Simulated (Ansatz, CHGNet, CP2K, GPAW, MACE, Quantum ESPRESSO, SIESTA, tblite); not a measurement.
**Random packing of 91Li3PO4-9P3N5 (mol %) (88 atoms) in tblite**

How near does tblite come to plane waves for random packing of 91Li3PO4-9P3N5 (mol %) (88 atoms)?

Method: the method is named at each step, in tblite 0.8.0.

## 1. The structure

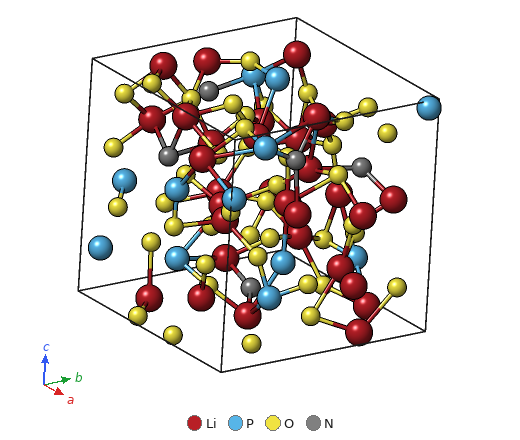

The starting structure, seen slightly off an axis (lithium red, phosphorus blue, oxygen yellow, nitrogen grey). Bonds to atoms that aren't drawn are left out. Some periodic images of atoms are drawn too.

The cell holds 88 atoms: 30 Li, 13 P, 40 O and 5 N. Cell: a = 9.863 Å, b = 9.863 Å, c = 9.863 Å, α = 90.0°, β = 90.0°, γ = 90.0°. 88 atoms (30 Li, 13 P, 40 O, 5 N) packed at random in a cube at 2.29 g/cm³ and pushed apart as soft spheres, cations and anions kept from their own kind; a start for melting by ab initio MD, not an equilibrated structure. Then every atom was moved at random, 0.05 Å r.m.s. a Cartesian component.

The yardstick, on the same geometry:

| Property | Result |
| --- | --- |
| method | Kohn-Sham DFT, PBE, SSSP efficiency 1.3.0 pseudopotentials, plane waves (Quantum ESPRESSO 7.5); sssp-pbe-1.3.0-efficiency, cutoffs 60/480 Ry, Γ point |
| r.m.s. force component | 1.457 eV/Å |
| longest force | 5.384 eV/Å |
| pressure | -3.559 GPa |
| time | 8.3 min on 4 MPI ranks of Arm Neoverse V2, shared host |
| CPU time | 33 min |

## 2. GFN1-xTB

Method: GFN1-xTB tight binding, diagonalisation.

File run.py:

```python
import numpy as np
from ase.io import read
from tblite.ase import TBLite

atoms = read("structure.xyz")
atoms.calc = TBLite(method="GFN1-xTB", electronic_temperature=580, accuracy=1.0, max_iterations=250, mixer_damping=0.4, verbosity=1)
energy = atoms.get_potential_energy()
forces = atoms.get_forces()
print(f"energy {energy:.6f} eV")
print("forces (eV/A)")
for i, (a, f) in enumerate(zip(atoms, forces)):
    print(f"{i:4d} {a.symbol:2s} {f[0]:10.5f} {f[1]:10.5f} {f[2]:10.5f}")
stress = -atoms.get_stress(voigt=False) * 160.21766
print("stress (GPa, compression positive)")
for row in stress:
    print(" ".join(f"{x:10.4f}" for x in row))
print("charges (e)")
print(np.array2string(atoms.get_charges(), precision=4, suppress_small=True, max_line_width=110, threshold=100000))
```

File structure.xyz:

```xyz
88
Lattice="9.86300 0.00000 0.00000 0.00000 9.86300 0.00000 0.00000 0.00000 9.86300" Properties=species:S:1:pos:R:3 pbc="T T T"
Li 9.43317 6.78594 5.29781
Li 7.09958 8.94564 0.28267
Li 5.98674 6.51283 6.12502
Li 4.46350 8.24211 7.20522
Li 4.07608 7.62361 2.42561
Li 9.53387 3.51261 5.96435
Li 2.41466 6.65023 6.85094
Li 3.11276 3.80623 6.67459
Li 6.41845 2.26030 4.85230
Li 4.02943 1.79132 8.50200
Li 8.75913 4.72033 9.63822
Li 5.11890 4.51992 7.54312
Li 9.54216 6.45819 2.42156
Li 8.87848 7.34823 0.06155
Li 3.41447 4.59705 1.78698
Li 1.41159 4.58600 9.43169
Li 2.35085 8.26450 9.39766
Li 8.38937 8.99289 5.23390
Li 7.19180 0.76852 2.09658
Li 1.30369 2.15053 7.35957
Li 1.50440 5.51539 3.74370
Li 1.31927 8.21982 3.20311
Li 7.19289 0.42302 8.04959
Li 6.95253 3.26278 0.81537
Li 1.95347 2.06216 0.00996
Li 7.33344 4.60267 5.48955
Li 7.30503 7.39577 2.22884
Li 3.68847 4.08535 4.20637
Li 3.88987 9.61317 3.78216
Li 1.94242 8.88923 5.54419
P 0.66171 1.45312 4.64794
P 9.56760 0.35112 7.18312
P 7.30493 4.57752 2.95900
P 9.12840 2.04371 8.90639
P 5.04206 9.75096 1.46022
P 5.63789 0.39265 6.21172
P 6.82677 6.22296 8.68151
P 0.80433 0.36769 2.04085
P 8.95866 2.79537 2.35233
P 4.46735 5.82913 9.53229
P 3.79252 1.96708 2.35745
P 9.79741 9.43287 9.53249
P 0.45616 7.59875 7.98390
O 8.71652 8.26539 8.29054
O 5.83239 2.16158 7.45071
O 5.76877 0.53684 0.04419
O 3.36476 5.19376 7.69876
O 1.50352 7.12552 1.62365
O 7.25256 4.54112 7.42812
O 0.28701 8.30405 6.47131
O 2.66153 5.77567 9.65972
O 5.56046 0.41878 4.60977
O 8.37359 2.54100 3.94727
O 7.93735 0.33514 3.84746
O 1.49819 2.32402 2.18682
O 3.29651 0.57413 9.85432
[... 28 atom lines left out ...]
N 3.38567 1.53685 6.62419
N 0.16244 5.66906 7.52991
N 6.56126 8.68102 6.00972
N 5.39378 4.47494 1.23692
```

On the command line:

```console
$ OMP_NUM_THREADS=1 python run.py > output.txt
```

Output:

```text
------------------------------------------------------------
  cycle        total energy    energy error   density error
------------------------------------------------------------
      1     -215.8348869517  -2.1576826E+02   1.1075687E+00
      2     -168.8368778805   4.6998009E+01   2.0241745E+00
      3     -129.6063500533   3.9230528E+01   1.0536025E+00
      4     -214.7548531831  -8.5148503E+01   7.1723979E-01
      5     -201.0738767433   1.3680976E+01   7.9943696E-01
      6     -230.8334440753  -2.9759567E+01   5.3959976E-01
      7     -225.0199108806   5.8135332E+00   6.4724748E-01
      8     -232.2417523402  -7.2218415E+00   5.2411387E-01
      9     -243.8916380144  -1.1649886E+01   3.3011585E-01
     10     -243.2055287869   6.8610923E-01   3.2233121E-01
     11     -243.7653767074  -5.5984792E-01   2.7040839E-01
     12     -241.1786039771   2.5867727E+00   3.7005815E-01
     13     -244.9653772013  -3.7867732E+00   2.8293911E-01
     14     -245.9431331768  -9.7775598E-01   2.0897875E-01
     15     -245.3836667487   5.5946643E-01   2.4161316E-01
     16     -246.4907641352  -1.1070974E+00   1.9977211E-01
     17     -247.0698566130  -5.7909248E-01   1.5662805E-01
     18     -247.4163608943  -3.4650428E-01   1.4412979E-01
     19     -247.3327336750   8.3627219E-02   1.5015173E-01
     20     -247.8755009077  -5.4276723E-01   1.0191209E-01
     21     -248.0291377754  -1.5363687E-01   7.8864711E-02
     22     -248.0975716910  -6.8433916E-02   7.3761871E-02
     23     -248.1160155535  -1.8443862E-02   6.8006344E-02
     24     -248.1531160698  -3.7100516E-02   6.3496988E-02
[...]
36     -248.3557916293  -1.3659329E-05   5.7554675E-04
     37     -248.3558012417  -9.6124605E-06   5.1201630E-04
     38     -248.3558093075  -8.0657821E-06   2.9602883E-04
     39     -248.3558123501  -3.0425697E-06   1.6963761E-04
     40     -248.3558128771  -5.2698897E-07   1.3812371E-04
     41     -248.3558137347  -8.5764719E-07   5.4548699E-05
     42     -248.3558137279   6.7900316E-09   5.4350191E-05
     43     -248.3558138605  -1.3255590E-07   1.7041406E-05
------------------------------------------------------------
 total:                                   5.430 sec
energy -6758.105922 eV
forces (eV/A)
   0 Li   -0.56485   -0.08832    0.56236
   1 Li   -0.65621   -0.28022   -0.37252
   2 Li    0.15342    0.59146   -0.61347
   3 Li   -0.03992    0.15687    0.41187
   4 Li    0.24536   -0.76526   -0.18718
   5 Li    0.01574    0.03696    0.09868
   6 Li    0.27667   -0.45476   -0.21820
   7 Li   -0.66293   -0.56639   -0.35064
   8 Li    0.69897   -0.29845   -0.02947
   9 Li    0.72285   -0.17223    0.14144
  10 Li   -0.12017   -0.10957   -0.51508
  11 Li    0.70744   -0.75469    0.12983
  12 Li    0.12572   -0.15839   -0.07682
  13 Li   -0.03053   -0.78461    0.49114
  14 Li    0.16844    0.40975   -0.11612
  15 Li    0.19026   -0.12262   -0.82093
  16 Li    0.56413    0.32523    0.49036
  17 Li   -0.56618    0.25309   -0.40865
  18 Li    0.30048   -0.00540    0.99447
  19 Li    0.89999    0.11945   -0.09641
  20 Li    0.32270   -0.21099    0.47551
  21 Li    0.46559   -0.58327   -0.12338
  22 Li   -0.64290    0.45939    0.06767
  23 Li   -0.85227   -0.33653   -0.46744
[...]
80 O    -0.99165   -0.10123    0.25191
  81 O     0.68655   -0.07230   -3.67241
  82 O     0.52980   -1.28956   -0.36408
  83 N     2.02361   -0.07427   -0.44804
  84 N     0.87798   -0.96148   -0.38858
  85 N     0.14961    3.30260    1.06016
  86 N    -0.62102    0.66054    0.53232
  87 N    -0.70242    1.68233    0.06035
stress (GPa, compression positive)
  -11.3123    -1.4873    -2.8490
   -1.4873    -8.0760    -1.0695
   -2.8490    -1.0695    -7.4322
charges (e)
[ 0.34    0.3872  0.3376  0.394   0.4345  0.2876  0.3745  0.3607  0.3921  0.4459  0.2796  0.357   0.2306
  0.293   0.3407  0.3023  0.3653  0.3723  0.3789  0.3443  0.3445  0.3363  0.3877  0.3086  0.3605  0.2598
  0.3479  0.3461  0.3907  0.4489  0.5012  0.4464  0.3258  0.4018  0.5152  0.4929  0.4939  0.4981  0.4621
  0.4691  0.4966  0.3999  0.4263 -0.4035 -0.3358 -0.3158 -0.4325 -0.5124 -0.4242 -0.3264 -0.39   -0.2919
 -0.3693 -0.3759 -0.4629 -0.3789 -0.3384 -0.3686 -0.354  -0.4108 -0.4964 -0.4147 -0.3627 -0.438  -0.3061
 -0.4972 -0.4223 -0.4043 -0.3985 -0.4505 -0.4599 -0.5042 -0.4996 -0.4071 -0.5439 -0.4165 -0.4963 -0.356
 -0.3819 -0.3623 -0.3144 -0.368  -0.4233 -0.1892  0.0688 -0.1373  0.0419 -0.0473]
```

It took 6.1 s on 1 thread of Arm Neoverse V2, shared host; peak memory 0.12 GiB.

Banners, paths, timers and routine set-up lines are dropped from the logs unmarked, and long logs keep their key lines alone; longer cuts are marked.

Numbers from this run, and their distance from the reference:

```yaml
r_m_s_force_component: 1.677 eV/Å
r_m_s_difference_of_force_components: 653.8 meV/Å
longest_difference_of_force_vectors: 3543 meV/Å
force_difference_over_r_m_s_force: 44.88 %
slope_of_forces_against_the_reference_s: 1.062
correlation_of_force_components: 0.9224
pressure: -8.94 GPa
pressure_difference: -5.381 GPa
```

Length of the force difference by element (eV/Å):

```csv
element,atoms,mean,most
Li,30,0.42,0.78
N,5,0.98,1.5
O,40,1.2,3.5
P,13,1.3,2.2
```

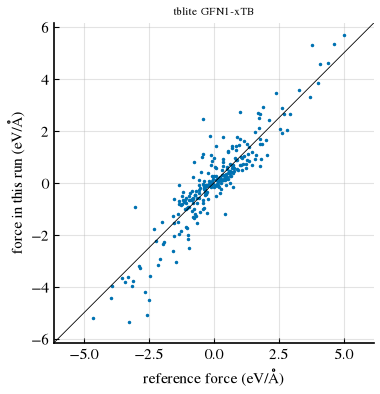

Force components against those of the reference; the line marks equality.

A closer look about Li16, picked at random: 9 atoms, nearest first, numbered in the order of the input, with positions taken from that point.

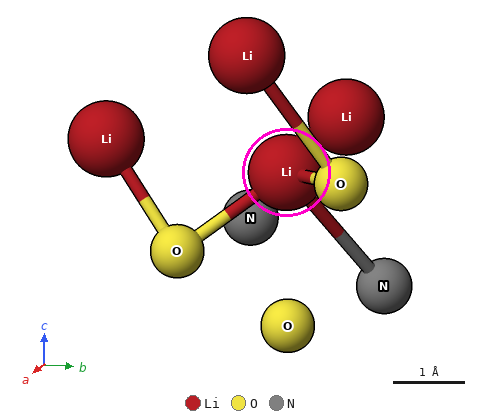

The atoms of the table, within 3.0 Å (arrows a, b, c point along x, y, z); some may hide others; the central atom is ringed.

```csv
atom,x,y,z,distance (Å),Mulliken charge (e),Fx,Fy,Fz (eV/Å)
Li16,0.00,0.00,0.00,0.00,0.30,0.19,-0.12,-0.82
O51,1.25,1.19,0.23,1.74,-0.39,4.57,0.97,2.12
O73,0.93,-1.35,-1.03,1.93,-0.50,-0.77,-0.67,0.10
N86,-1.25,1.08,-1.90,2.52,-0.14,0.15,3.30,1.06
Li11,-2.52,0.13,0.21,2.53,0.28,-0.12,-0.11,-0.52
N84,-1.99,-1.13,-1.24,2.60,-0.19,2.02,-0.07,-0.45
Li25,0.54,-2.52,0.44,2.62,0.36,0.37,-0.43,0.35
O47,1.95,0.61,-1.73,2.68,-0.43,2.90,1.93,-0.25
Li15,2.00,0.01,2.22,2.99,0.34,0.17,0.41,-0.12
```

Atoms are counted from 1 here, from 0 in the log.

Forces lie 45 % from the reference's, at 0.0031 times its CPU time (on 1 against 4 cores).

## 3. Results

| Item | Value |
| --- | --- |
| force difference from the reference | tblite GFN1-xTB, 45 % |
| its CPU time | 6.1 s |

Tight binding differs by 45 % (tblite GFN1-xTB); it is another model, with fitted parameters of its own, and the xTB methods hold dispersion. One electronic-structure run takes under half the reference's CPU time: tblite GFN1-xTB, at 45 % in 6.1 s against 33 min; its pressure misses by -5.4 GPa. Periodic xTB results under one method name differ between programs and library versions. The reference's pressure holds the uncorrected Pulay stress of its 60 Ry basis, so small pressure differences, and their order, may be the reference's own error. The reference's pressure of -3.6 GPa belongs to a cell and atoms that aren't relaxed at this level. The electronic-structure runs sample only Γ, in a cell whose shortest periodic width is 10 Å, which is coarse for a cell with partly filled levels.

[Also dropped from logs without a mark: logging warnings of Python, and SIESTA's first energy breakdown and zero terms.]

[Logs are printed without paths, hosts, clocks, repeated set-up lines and the standing remarks that a program may print on its own settings, such as how far it seeks lower states.]

[Hosts, paths, dates, database ids (printed as entryN), source tags and the programs' standing remarks are cut or masked in the printed files.]
